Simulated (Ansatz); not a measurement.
# InSb wire along [111], 14 atoms a period, H-terminated: bands by functional, part 2 of 2

What gap, if any, does the InSb wire along [111], 14 atoms a period, H-terminated have, and how does it change with the functional?

Ansatz 0.2.0; DFT PBE, plane waves, PAW; relaxation of a wire's period; PAW set soft_1 (the session's first sound run).

So far: Starting point; Relaxation of atoms and period.

**2. Relaxation of atoms and period (continued)**

Step by step:

```
step  energy less that of the first step (eV)  largest force component (eV/Å)  pressure (GPa)  volume (Å³)
   1                                   0.0000                          1.2457           -0.31      2569.00
   2                                  -0.9956                          0.4169           -0.08      2569.34
   3                                  -1.3615                          0.3282            0.03      2564.78
   4                                  -1.4467                          0.1219            0.01      2589.84
   5                                  -1.4671                          0.0517            0.00      2594.35
   6                                  -1.4712                          0.0217           -0.01      2595.56
  7*                                  -1.4736                          0.0217           -0.01      2595.56
```

Relaxation steps marked * repeat the geometry before them on a plane-wave basis chosen anew for their cell, so energy and pressure can jump there.

Forces are held to the 2 operations that the run works with; a distortion that breaks them can't arise in this run.

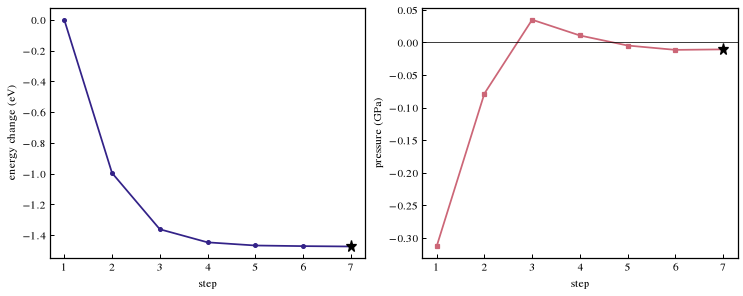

Energy and pressure along the relaxation. Stars mark steps on a basis chosen anew.

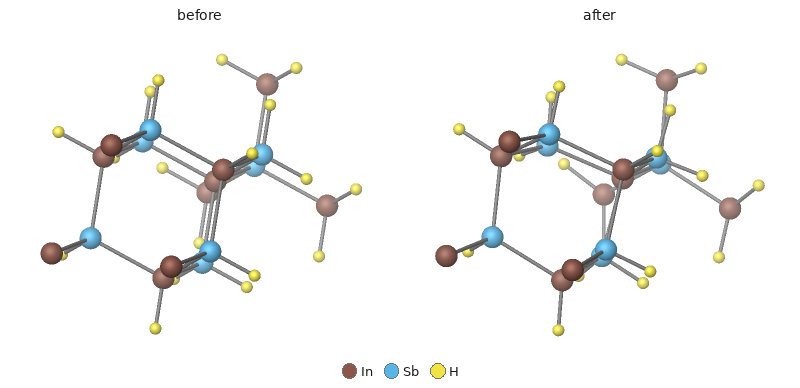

Before and after, at one scale.

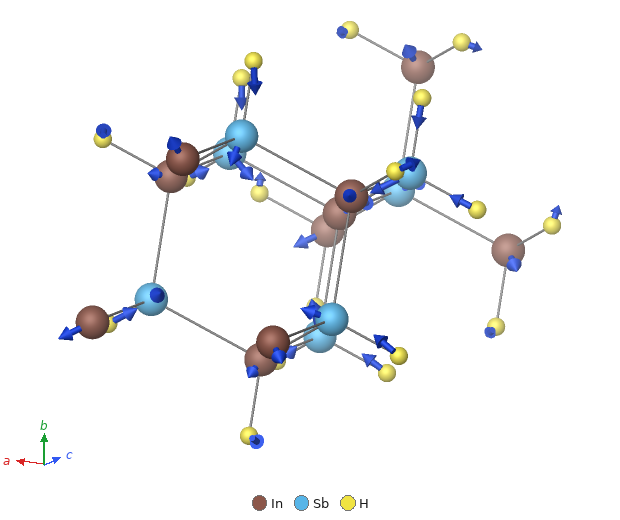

Displacements in the relaxation, exaggerated, measured against the changing cell; the longest in the cell stands for 0.46 Å. Some periodic images of atoms are drawn too.

```
cell as run  before   after  change
      c (Å)  11.483  11.602  +1.0 %
```

The atoms that moved most (Å, along periodic axes as changes of fractional coordinates times the final cell, across vacuum about the mean position):

```
atom      dx      dy      dz  length
In24   0.000   0.001   0.463   0.463
Sb25   0.000   0.000   0.349   0.349
Sb16   0.000   0.240  -0.103   0.262
Sb15   0.208  -0.120  -0.104   0.261
Sb17  -0.208  -0.120  -0.104   0.261
  H9   0.204   0.118   0.027   0.237
 H11  -0.204   0.118   0.027   0.237
 H10   0.000  -0.234   0.027   0.235
```

The relaxed structure:

```cif
data_structure
_symmetry_space_group_name_H-M 'P 1'
_symmetry_Int_Tables_number 1
_cell_length_a 14.3950
_cell_length_b 15.5410
_cell_length_c 11.6022
_cell_angle_alpha 90.000
_cell_angle_beta 90.000
_cell_angle_gamma 90.000
_cell_volume 2595.56
loop_
_atom_site_label
_atom_site_type_symbol
_atom_site_fract_x
_atom_site_fract_y
_atom_site_fract_z
_atom_site_occupancy
In1 In 0.32808 0.40892 0.98739 1
In2 In 0.50000 0.68487 0.98733 1
Sb3 Sb 0.34532 0.41823 0.23968 1
Sb4 Sb 0.50000 0.66645 0.23963 1
Sb5 Sb 0.65468 0.41823 0.23968 1
H6 H 0.23024 0.64514 0.29722 1
H7 H 0.50000 0.21244 0.29720 1
H8 H 0.76976 0.64514 0.29722 1
H9 H 0.25204 0.36835 0.30316 1
H10 H 0.50000 0.76621 0.30312 1
H11 H 0.74796 0.36835 0.30316 1
In12 In 0.33345 0.59007 0.32246 1
In13 In 0.50000 0.32279 0.32251 1
In14 In 0.66655 0.59007 0.32246 1
Sb15 Sb 0.35162 0.58032 0.57440 1
Sb16 Sb 0.50000 0.34223 0.57442 1
Sb17 Sb 0.64838 0.58032 0.57440 1
H18 H 0.25066 0.54030 0.63108 1
H19 H 0.33852 0.68129 0.63113 1
H20 H 0.41213 0.28122 0.63109 1
H21 H 0.58787 0.28122 0.63109 1
H22 H 0.66148 0.68129 0.63113 1
H23 H 0.74934 0.54030 0.63108 1
In24 In 0.50000 0.50097 0.70659 1
Sb25 Sb 0.50000 0.50092 0.94676 1
H26 H 0.23496 0.47472 0.95209 1
H27 H 0.34312 0.30129 0.95222 1
H28 H 0.39185 0.72654 0.95204 1
H29 H 0.60815 0.72654 0.95204 1
H30 H 0.65688 0.30129 0.95222 1
H31 H 0.76504 0.47472 0.95209 1
In32 In 0.67192 0.40892 0.98739 1
```

Numbers from this step:

```
cell length along the wire : 11.60 Å
```

The cell's length comes to 11.602 Å with spin left out.

**3. The wire at its relaxed period**

This step: DFT PBE, plane waves, PAW; bands of a perfect wire; PAW set soft_1 (Ansatz 0.2.0).

At the relaxed period the bands are computed along the axis; those that cross an energy going forward count the channels that a perfect wire would open there.

Input file input.yaml:

```yaml
crystal:
  lattice:
    - [14.395, 0.0, 0.0]
    - [0.0, 15.541, 0.0]
    - [0.0, 0.0, 11.6021899822]
  atoms:
    - { symbol: In, position: [0.328081956, 0.408921701, 0.987391119] }
    - { symbol: In, position: [0.5, 0.684867252, 0.987333051] }
    - { symbol: Sb, position: [0.345322249, 0.418229611, 0.239683729] }
    - { symbol: Sb, position: [0.5, 0.666454653, 0.239627886] }
    - { symbol: Sb, position: [0.654677751, 0.418229611, 0.239683729] }
    - { symbol: H, position: [0.230236765, 0.645140684, 0.29721943] }
    - { symbol: H, position: [0.5, 0.212436831, 0.29720004] }
    - { symbol: H, position: [0.769763235, 0.645140684, 0.29721943] }
    - { symbol: H, position: [0.252037533, 0.368353494, 0.303160721] }
    - { symbol: H, position: [0.5, 0.766206339, 0.303121575] }
    - { symbol: H, position: [0.747962467, 0.368353494, 0.303160721] }
    - { symbol: In, position: [0.333454422, 0.590068872, 0.322457266] }
    - { symbol: In, position: [0.5, 0.322788247, 0.322508887] }
    - { symbol: In, position: [0.666545578, 0.590068872, 0.322457266] }
    - { symbol: Sb, position: [0.351615331, 0.580317542, 0.57439723] }
    - { symbol: Sb, position: [0.5, 0.342228194, 0.574419817] }
    - { symbol: Sb, position: [0.648384669, 0.580317542, 0.57439723] }
    - { symbol: H, position: [0.250657949, 0.540296663, 0.631076581] }
    - { symbol: H, position: [0.338518574, 0.681286536, 0.631134432] }
    - { symbol: H, position: [0.412127995, 0.28121628, 0.631091844] }
    - { symbol: H, position: [0.587872005, 0.28121628, 0.631091844] }
    - { symbol: H, position: [0.661481426, 0.681286536, 0.631134432] }
    - { symbol: H, position: [0.749342051, 0.540296663, 0.631076581] }
    - { symbol: In, position: [0.5, 0.500970889, 0.706585333] }
    - { symbol: Sb, position: [0.5, 0.500915784, 0.946764768] }
    - { symbol: H, position: [0.234957618, 0.47472099, 0.952090815] }
    - { symbol: H, position: [0.343115501, 0.301289073, 0.952220306] }
    - { symbol: H, position: [0.391851617, 0.726535613, 0.952043847] }
    - { symbol: H, position: [0.608148383, 0.726535613, 0.952043847] }
    - { symbol: H, position: [0.656884499, 0.301289073, 0.952220306] }
    - { symbol: H, position: [0.765042382, 0.47472099, 0.952090815] }
    - { symbol: In, position: [0.671918044, 0.408921701, 0.987391119] }
kpoints:
  mp_grid: { grid: [1, 1, 7] }
  band_path: { path: ["Γ", Z], npoints: 90 }
scf:
  occupations: { method: fermi_dirac, width: 0.05 }
hamiltonian:
  xc: pbe
  pseudopotentials: { kind: paw, azcp: { folder: soft_1 } }
output:
  dos: { e_range: [-5, 4] }
  write_potential: true
  write_density: true
  volumetric_format: npy
```

Run with:

```console
$ ansatz run input.yaml --threads 4 --pin off --max-ram 16384MiB --backend cpu --events-out ev --progress --plain --runs-dir out
```

Numbers of over 12 decimals in the logs are rounded to 6 here.

The log of the run:

```text
[...]
Crystal: 32 atoms, lattice volume = 2595.557 Å³
Basis set: ecut = 420 eV, 50745 PW (Γ)
Bands: 139, of which v1, the nominal top of the filled ones, is band 107 counted from 1 (106 counted from 0)
Symmetry: 2 space group operations
[...]
k-points: 4 of 7 (time reversal used)
[...]
SCF iter   1: F=—  HF=-84861.421534 eV  |F-HF|=—  |Δ(HF+E_count)|=         —  Δρ=2.52e-2  dr2=1.82e1  ethr=3.10e-3  ⟨swp⟩=7.0  Hψ=2620  notcnv=0  defer=35
[...]
SCF iter  10: F=-84855.801436 eV  HF=-84855.801436 eV  |F-HF|=1.23e-8  |Δ(HF+E_count)|=   4.21e-7  Δρ=1.21e-6  dr2=6.45e-8  ethr=4.67e-11  ⟨swp⟩=18.5  Hψ=3378  notcnv=0
SCF 1 converged in 10 iterations: F = -84855.801436 eV  dr2 = 6.45e-8
[...]
NSCF: frozen V_eff on 91 k-points
WARN: pass on a band path, mesh or list of k-points: the 91 k-points are solved 48 at a time at the most, because the 14.40 GiB of host memory that the pass is priced against does not hold them all with the solver's workspace as planned. The pass can take longer, above all where fewer k-points are solved at a time than the run has threads. As a rule a larger memory budget leaves room for more at once. The budget is what a run with no `--max-ram-frac` typed is planned for, 0.8 of the host's memory or its container's limit. More memory there lifts it, and so does a share over 0.88 that is typed (of such a share the budget is ten elevenths): [rest of the remark cut]
WARN: The output density's exchange-correlation potential varies sharply where the density is thin. Do not read a vacuum level from v_tot or v_xc, or from such a field of the output density. On a cell that repeats whose density bears no net charge and no dipole along the vacuum's axis use v_es (v_loc + v_h of the components); under efield.dipole_correction with no amplitude use v_es + v_field, which holds any externa [...]
SCF converged after 10 iterations
Free energy (F): -84855.801436 eV
[...]
Internal energy: -84855.801436 eV  (E = F + TS)
E sigma→0 (E₀):  -84855.801436 eV
Fermi energy:    -2.112225 eV
[...]
--- Band table (eV) ---
  k-point 0: bands = [... 103 lower, -3.6921, -3.4996, -3.4993, -3.2967, -0.8790, -0.2034, -0.1982, -0.0714, ... 28 higher]
  k-point 1: bands = [... 103 lower, -3.6843, -3.4849, -3.4846, -3.3632, -0.8773, -0.3016, -0.2975, -0.0445, ... 28 higher]
  k-point 2: bands = [... 103 lower, -3.6734, -3.5487, -3.4520, -3.4517, -0.8677, -0.3966, -0.3929, -0.1467, ... 28 higher]
  k-point 3: bands = [... 103 lower, -3.6689, -3.6685, -3.4266, -3.4262, -0.8528, -0.4412, -0.4376, -0.2338, ... 28 higher]
```

It took 12 min on 4 threads of Arm Neoverse V2, shared host; peak memory 12 GiB.

This step gave:

```
band gap : 2.418 eV
```

The electronic bands at the labelled points (eV, zero at the Fermi level; v1 is the highest filled band, c1 the lowest empty one):

```
point     v4     v3     v2     v1    c1    c2    c3    c4
    Γ  -1.58  -1.39  -1.39  -1.18  1.23  1.91  1.91  2.04
    Z  -1.56  -1.56  -1.31  -1.31  1.26  1.67  1.67  1.87
```

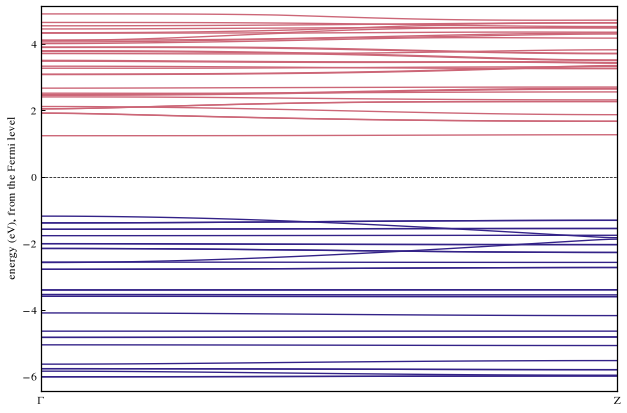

Electronic bands along the path; lines of filled and empty bands in two colours.

The gap is 2.42 eV, with spin left out.

On this path the gap is direct, 2.42 eV, with the valence top at Γ and the conduction bottom at Γ.

**4. Another level of theory, cutoff 500 eV, k-mesh 1×1×6**

This step: DFT r2SCAN, plane waves, PAW; bands of a perfect wire at the PBE geometry; PAW set soft_1 (Ansatz 0.2.0).

The atoms stay at the PBE geometry and the functional changes. r2SCAN also reads the kinetic-energy density; it often gives larger moments and wider gaps than PBE, at a higher cost. Against the first PBE run of this kind, the cutoff is 500 eV against 420 and the mesh along the wire has 6 points against 7.

Changes to input.yaml since step 3:

```diff
@@ -39,3 +39,3 @@
 kpoints:
-  mp_grid: { grid: [1, 1, 7] }
+  mp_grid: { grid: [1, 1, 6] }
   band_path: { path: ["Γ", Z], npoints: 90 }
@@ -44,8 +44,3 @@
 hamiltonian:
-  xc: pbe
+  xc: r2scan
   pseudopotentials: { kind: paw, azcp: { folder: soft_1 } }
-output:
-  dos: { e_range: [-5, 4] }
-  write_potential: true
-  write_density: true
-  volumetric_format: npy
```

The log of the run:

```text
[...]
Crystal: 32 atoms, lattice volume = 2595.557 Å³
Basis set: ecut = 500 eV, 65867 PW (Γ), exchange–correlation on 432×480×360 points (64 copies of the dense FFT grid, shifted against one another)
Bands: 139, of which v1, the nominal top of the filled ones, is band 107 counted from 1 (106 counted from 0)
Symmetry: 2 space group operations
[...]
k-points: 4 of 6 (time reversal used)
[...]
SCF iter   1: F=—  HF=-85061.714933 eV  |F-HF|=—  |Δ(HF+E_count)|=         —  Δρ=2.41e-2  dr2=1.64e1  dr2_τ=1.68e-1  ethr=3.10e-3  ⟨swp⟩=7.0  Hψ=2611  notcnv=0  defer=40
[...]
SCF iter  10: F=-85058.173649 eV  HF=-85058.173649 eV  |F-HF|=9.06e-8  |Δ(HF+E_count)|=   6.94e-7  Δρ=1.10e-6  dr2=5.11e-8  dr2_τ=8.18e-10  ethr=4.67e-11  ⟨swp⟩=20.0  Hψ=3242  notcnv=0
SCF 1 converged in 10 iterations: F = -85058.173649 eV  dr2 = 5.11e-8
[...]
SCF converged after 10 iterations
Free energy (F): -85058.173649 eV
[...]
Internal energy: -85058.173649 eV  (E = F + TS)
E sigma→0 (E₀):  -85058.173649 eV
Fermi energy:    -2.148875 eV
[...]
--- Band table (eV) ---
  k-point 0: bands = [... 103 lower, -3.9070, -3.7084, -3.7083, -3.4906, -0.7323, -0.0542, -0.0509, 0.0418, ... 28 higher]
  k-point 1: bands = [... 103 lower, -3.9004, -3.6872, -3.6870, -3.5834, -0.7409, -0.1762, -0.1738, 0.1333, ... 28 higher]
  k-point 2: bands = [... 103 lower, -3.8931, -3.8367, -3.6463, -3.6462, -0.7506, -0.2700, -0.2677, 0.0307, ... 28 higher]
  k-point 3: bands = [... 103 lower, -3.8919, -3.8912, -3.6270, -3.6269, -0.7518, -0.2984, -0.2962, -0.0224, ... 28 higher]
```

Elapsed: 20 min, on 4 threads; peak memory 12 GiB.

Numbers from this step:

```
band gap : 2.739 eV
```

Electronic bands along the path, in eV, zero at the Fermi level; v1 is the highest filled band, c1 the lowest empty one:

```
point     v4     v3     v2     v1    c1    c2    c3    c4
    Γ  -1.76  -1.56  -1.56  -1.34  1.42  2.09  2.10  2.19
    Z  -1.74  -1.74  -1.48  -1.48  1.40  1.85  1.85  2.13
```

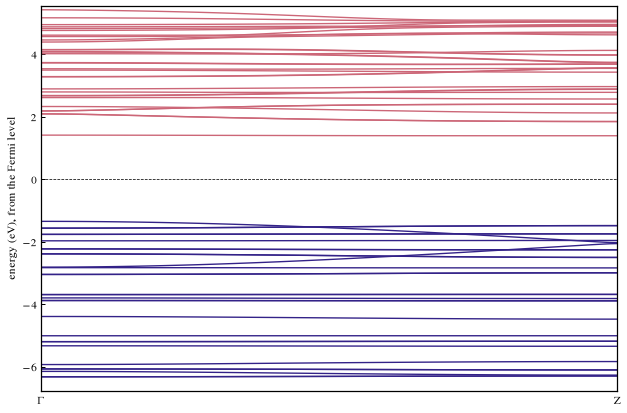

Electronic bands along the path; lines of filled and empty bands in two colours.

The gap is 2.74 eV, against 2.42 eV under PBE at the relaxed period.

**5. Levels at the same atoms, level HSE06, cutoff 420 eV**

This step: DFT HSE06, plane waves, PAW; levels of a perfect wire at the PBE geometry; PAW set soft_1 (Ansatz 0.2.0).

The atoms stay at the PBE geometry and the functional changes. HSE06 mixes in a quarter of short-range exact exchange, which removes part of the self-interaction that closes gaps; it is dear, so the mesh is thinner and no path is run. Against the first PBE run of this kind, the mesh along the wire has 3 points against 7.

Changes to input.yaml since step 4:

```diff
@@ -39,4 +39,3 @@
 kpoints:
-  mp_grid: { grid: [1, 1, 6] }
-  band_path: { path: ["Γ", Z], npoints: 90 }
+  mp_grid: { grid: [1, 1, 3] }
 scf:
@@ -44,3 +43,3 @@
 hamiltonian:
-  xc: r2scan
+  xc: hse06
   pseudopotentials: { kind: paw, azcp: { folder: soft_1 } }
```

The log of the run:

```text
[...]
Crystal: 32 atoms, lattice volume = 2595.557 Å³
Basis set: ecut = 420 eV, 50745 PW (Γ)
Bands: 139, of which v1, the nominal top of the filled ones, is band 107 counted from 1 (106 counted from 0)
Symmetry: 2 space group operations
[...]
k-points: 2 of 3 (time reversal used)
[...]
Free energy (F): -84914.226252 eV
Frozen-core exchange: fock
[...]
Internal energy: -84914.226252 eV  (E = F + TS)
E sigma→0 (E₀):  -84914.226252 eV
Fermi energy:    -2.170418 eV
[...]
--- Band table (eV) ---
  k-point 0: bands = [... 103 lower, -4.1664, -3.9875, -3.9874, -3.7080, -0.5670]
  k-point 1: bands = [... 103 lower, -4.1813, -4.0738, -3.9013, -3.9013, -0.5886]
  guard bands above this table: 31 of the run's 139 bands. The solve was not asked for them (output.publish_guard_bands: true or output.eigenvalues: true publishes all)
```

The job ended after 7 min (4 threads; peak memory 6.1 GiB; 28 min of CPU time).

This step gave:

```yaml
band_gap: 3.119 eV
```

The gap is 3.12 eV, against 2.42 eV under PBE at the relaxed period.

**6. What came out**

```json
{
 "cell length, PBE": "11.60 Å",
 "gap, PBE": "2.42 eV",
 "gap, r2SCAN": "2.74 eV",
 "gap, HSE06": "3.12 eV"
}
```

**Reading.** Under PBE the cell's length is 11.60 Å, and a gap of 2.42 eV makes it a semiconductor. At the relaxed period the wire is gapped under every functional, from 2.42 eV (PBE) to 3.12 eV (HSE06). Weak screening in one dimension makes quasiparticle gaps larger than the semilocal gaps, as a rule. Plain hydrogen on a compound's surface is a simple closure: it may leave surface states, and facets that end in unlike atoms put a field across the wire, both of which shrink the gap. Spin-orbit coupling is left out, which matters for the bands of heavy atoms. A hybrid's gap is read on a coarse mesh, without a band path.

[Logs are printed without paths, hosts, clocks, repeated set-up lines and the standing remarks that a program may print on its own settings, such as how far it seeks lower states.]

[Hosts, paths, dates, database ids (printed as entryN), source tags and the programs' standing remarks are cut or masked in the printed files.]
